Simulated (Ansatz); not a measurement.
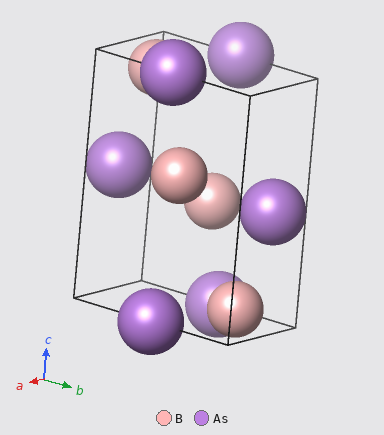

Spheres-only model, viewed slightly off an axis. The lines enclose the simulation cell; boundary atoms appear with their images.

```
CELL_PARAMETERS angstrom
2.71175 -2.55916 -0.01157
2.71175 2.55916 -0.01157
-1.67183 0.00000 5.05942
ATOMIC_POSITIONS crystal
B 0.17222 0.47460 0.42106
B 0.52540 0.82778 0.07894
B 0.82778 0.52540 0.57894
B 0.47460 0.17222 0.92106
As 0.00000 0.50000 0.00000
As 0.50000 0.00000 0.50000
```

Run with DFT PBE, scalar-relativistic, plane waves, PAW in Ansatz 0.2.0 and these settings: a cutoff energy of 420 eV, a 10×10×8 grid in reciprocal space, Gaussian smearing of 0.1 eV, no spin polarisation.

List the Bader charges.

Answer. B +0.03 e; As -0.06 e. Little charge moves, as in a metallic or covalent solid.

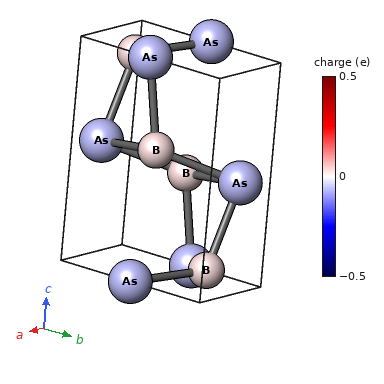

The atoms coloured by those charges.

The starting point was a structure type filled with these elements by a generator (whether the compound takes this form wasn't checked). Earlier steps of the study may have refined or changed the cell and positions. It was run through Ansatz as a DFT input.
